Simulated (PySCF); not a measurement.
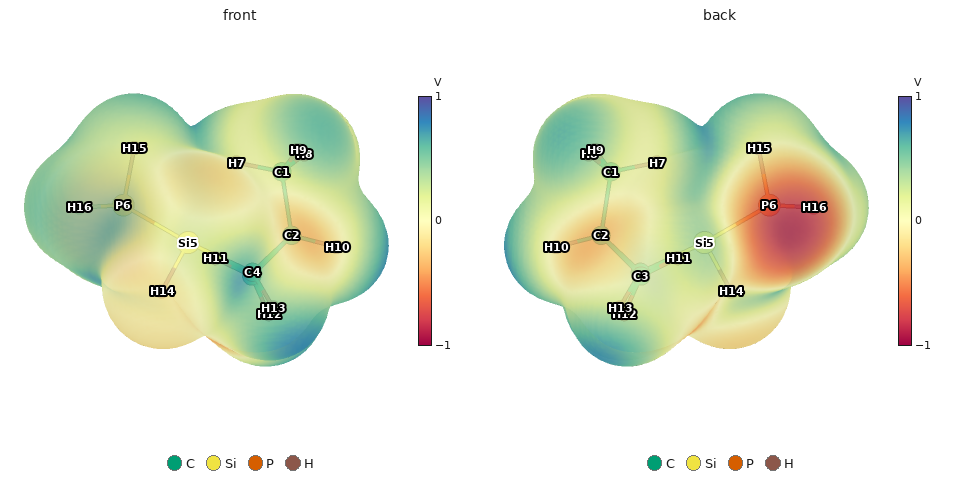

The picture shows: C4H10PSi (doublet). The molecular electrostatic potential painted on the density surface at 0.002 e/bohr³, seen from the front and from behind; red is negative and blue positive.

Geometry: GFN2-xTB.

Computed with PySCF 2.14.0, density-fitted response routines, UKS B3LYP, pcH-1 on C H P Si, non-relativistic, mean-field spin-orbit, GIAO.

```xyz
16

C    -1.2523   -1.3115    0.0406
C    -1.4098    0.1257   -0.3827
C    -0.4407    0.7317   -1.3418
C    -0.4451    1.1756    0.0999
Si    1.0311    0.7731    1.2096
P     2.4831   -0.6072    0.2086
H    -0.2027   -1.6015    0.0223
H    -1.7995   -1.9677   -0.6350
H    -1.6381   -1.4584    1.0487
H    -2.4461    0.4338   -0.4763
H     0.3873    0.1191   -1.6735
H    -0.7979    1.4204   -2.0936
H    -0.8813    2.1501    0.2886
H     1.7088    2.0584    1.4808
H     2.1687   -1.7437    0.9372
H     3.5268   -0.2889    1.0576
```

Describe the electrostatic potential map.

Answer. The most negative region (about −0.8 V, or −18 kcal/mol for a unit charge) lies over P6, the most positive (about +0.8 V, or +18 kcal/mol for a unit charge) over the H and Si atoms.
